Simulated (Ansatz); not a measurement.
# CH4BClS (SMILES CSBCl): CCSD/cc-pVDZ

Aim: the vertical singlet–triplet gap of CH4BClS at CCSD/cc-pVDZ, from 2 runs. 

The results are computed with Ansatz 0.2.0.

94 further runs of the same task are left out: 94 set aside as unsound or not needed.

## (1) Starting point

CH4BClS has 8 atoms, charge 0, and is taken as a singlet. SMILES: `CSBCl`. The coordinates come from a PBE0-D4/def2-TZVP relaxation. This is one conformer, not always the lowest.

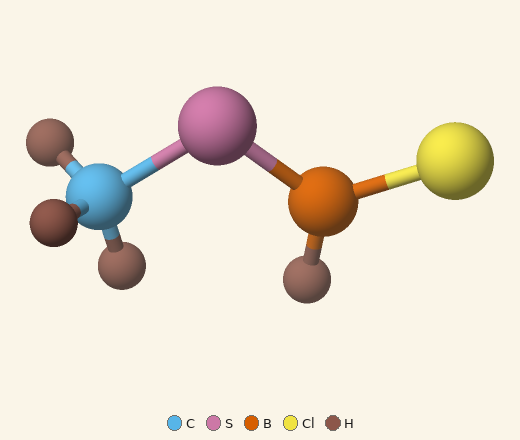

Viewed from a chosen angle; carbon blue, sulfur pink, boron orange, chlorine yellow, hydrogen brown.

## (2) The energy at CCSD/cc-pVDZ

job.yaml

```yaml
crystal:
  periodic: [false, false, false]
  atoms:
    - symbol: C
      position_ang: [-0.471000, 1.184200, 0.216300]
    - symbol: S
      position_ang: [0.979400, 0.341100, -0.461900]
    - symbol: B
      position_ang: [0.578900, -1.367600, -0.269600]
    - symbol: Cl
      position_ang: [1.728300, -2.572200, -0.805600]
    - symbol: H
      position_ang: [-1.201900, 0.455300, 0.560900]
    - symbol: H
      position_ang: [-0.157800, 1.812600, 1.049100]
    - symbol: H
      position_ang: [-0.912200, 1.808700, -0.559500]
    - symbol: H
      position_ang: [-0.451500, -1.719100, 0.214500]
basis:
  gaussian:
    orbitals: cc-pVDZ
total_charge: 0
magnetization:
  spin_polarized: false
  initial_magnetization: 0
correlation:
  method: ccsd
  frozen_orbitals: {B: 1, C: 1, Cl: 5, H: 0, S: 5}
accuracy: high
scf:
  omitted_lower_state_checks: [cluster_reference, increment]
```

Started as:

```console
$ ansatz run job.yaml --threads 1 --pin off --max-ram 2610MiB --events-out events.jsonl --progress --plain --runs-dir runs
```

The log of the run, cut to the lines that bear on the results:

```text
Warning: RAYON_NUM_THREADS=1 ignored (pool sized by the plan → 1); use --threads N
Functional definition: HF
  name "HF"
[...]
1973 factors; integrals over basis functions are off by at most 6.8e-9 eV
[...]
mean field -25088.48075755 eV, -921.9846622568 hartree, gradient 5.9e-8 eV, S^2 0.000000; 0 other end points of the search recorded, 0 dependent functions left out
12 core orbitals not correlated: weight in the atoms' cores, before any rotation towards them, 1.000 or more for the frozen orbitals, at most 0.000 for the correlated occupied ones
reference -25088.48075755 eV, -921.9846622568 hartree; 12, 12 occupied and 60, 60 virtual orbitals, 1973 factors
second order -13.53797569 eV of doubles, -0.00000000 eV of singles
cycle   1  -14.43101672 eV  change   -8.9e-1 eV  update   8.6e-2
[...]
cycle  21  -14.86408523 eV  change  -3.1e-10 eV  update  7.4e-10
Total energy: -25103.34484277 eV, -922.5309073136 hartree
Checks for a lower state left out: cluster_reference, increment
```

Run time: 15 s. Hardware: 1 thread of Arm Neoverse V1, shared host; peak memory 0.43 GiB.

## (3) The triplet, same level

job.yaml, as its differences from that of step 2:

```diff
@@ -22,6 +22,5 @@
     orbitals: cc-pVDZ
-total_charge: 0
 magnetization:
-  spin_polarized: false
-  initial_magnetization: 0
+  spin_polarized: true
+  initial_magnetization: 2
 correlation:
```

Started as:

```console
$ ansatz run job.yaml --threads 1 --pin off --max-ram 2610MiB --events-out events.jsonl --progress --plain --runs-dir runs
```

The log of the run, cut to the lines that bear on the results:

```text
Warning: RAYON_NUM_THREADS=1 ignored (pool sized by the plan → 1); use --threads N
[... 2 set-up lines as earlier in the session ...]
[...]
1973 factors; integrals over basis functions are off by at most 6.8e-9 eV
[...]
mean field -25084.00680535 eV, -921.8202475459 hartree, gradient 3.3e-8 eV, S^2 2.024143; 6 other end points of the search recorded, 0 dependent functions left out
12 core orbitals not correlated: weight in the atoms' cores, before any rotation towards them, 1.000 or more for the frozen orbitals, at most 0.000 for the correlated occupied ones
reference -25084.00680535 eV, -921.8202475459 hartree; 13, 11 occupied and 59, 61 virtual orbitals, 1973 factors
second order -12.90342931 eV of doubles, -0.00000000 eV of singles
cycle   1  -13.93862680 eV  change    -1.0e0 eV  update   8.7e-2
[...]
cycle  31  -14.41502120 eV  change  -7.4e-10 eV  update   1.6e-9
Total energy: -25098.42182655 eV, -922.3499898042 hartree
Checks for a lower state left out: cluster_reference, increment
```

It took 66 s on 1 thread of Arm Neoverse V1, shared host; peak memory 0.78 GiB.

## (4) Outcome

At CCSD/cc-pVDZ, 12 core orbitals frozen:

| quantity | value |
| --- | --- |
| singlet: total energy | -922.53091 Eh |
| singlet: correlation energy (12 core orbitals frozen) | -546.2 mEh |
| singlet: T1 diagnostic | 0.013 |
| triplet: total energy | -922.34999 Eh |
| triplet: correlation energy (12 core orbitals frozen) | -529.7 mEh |
| triplet: ⟨S²⟩ of the reference determinant | 2.024 |
| triplet: T1 diagnostic | 0.020 |
| vertical energy of the triplet above the singlet | 4.923 eV |

**Reading.** At this shape the triplet lies 4.92 eV (475 kJ/mol) above the singlet.
